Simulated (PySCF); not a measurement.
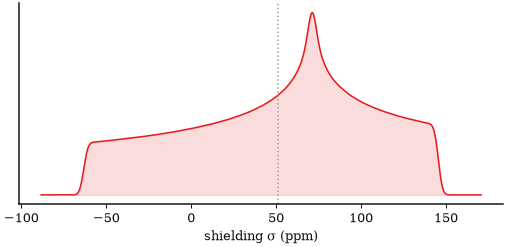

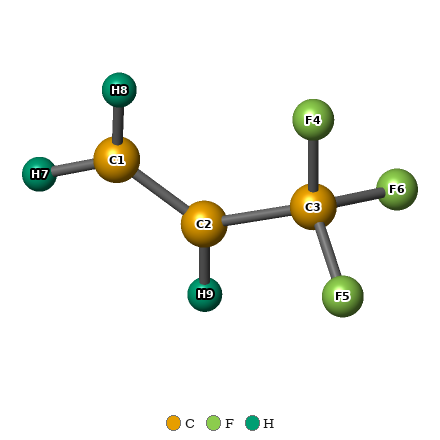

Static powder pattern (¹³C) from GIAO shielding tensors of C₃H₃F₃, SMILES C=CC(F)(F)F, PBE0/pcSseg-1 with PySCF, at a GFN2-xTB geometry (no frequency check); absolute shielding, one fixed geometry of the isolated molecule without any motion, no dipolar terms. The dotted line is the isotropic value; skew is 3(σiso − σ22)/span.

Q: The pattern belongs to C2. Give the principal values, span and skew.

A: C2: σ11, σ22, σ33 = −63, 71, 146 ppm, isotropic 51, span 209 ppm, skew −0.29.

Known limits of this run: the tight-binding geometry is rougher than a DFT one and adds to the error.
